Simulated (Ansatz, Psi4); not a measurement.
H3O+ (oxonium): a line through the functionals

The species is H3O+ (4 atoms), meant as a singlet with charge +1. SMILES: `[OH3+]`. The shape is that of a PBE0-D4/def2-TZVP optimisation.

The HOMO–LUMO gap y, in eV, basis aug-cc-pVTZ; a is the functional's share of exact exchange. Programs: Ansatz 0.2.0, Psi4 1.11.

| functional | program | a | y (eV) |
| --- | --- | --- | --- |
| BLYP | Psi4 | 0 | 10.22 |
| PBE | Ansatz | 0 | 10.47 |
| B3LYP | Psi4 | 0.2 | 12.67 |
| r2SCAN0 | Ansatz | 0.25 | 14.47 |
| PBE0 | Psi4 | 0.25 | ? |
| BHLYP | Ansatz | 0.5 | 16.05 |

Fit y = c + s·a to the known rows and predict PBE0.


1. Means of the 5 rows: a = 0.1900, y = 12.776.
2. Σ(Δa)² = 0.172, Σ(Δa·Δy) = 2.0393, so the slope is 2.0393/0.172 = 11.856.
3. Intercept: 12.776 − (11.856) × 0.1900 = 10.523. The largest residual of the fit is 0.98.
4. PBE0: 10.523 + (11.856) × 0.25 = 13.49 eV.

The run gave 13.49 eV, so the prediction is off by 0.00 eV: they agree to the digits shown. Exact exchange lowers occupied levels and raises empty ones.

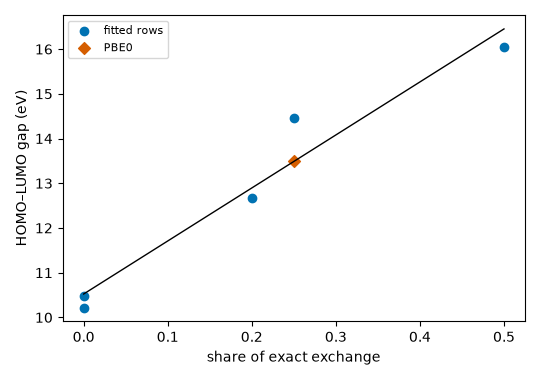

The fitted line, with the withheld row.
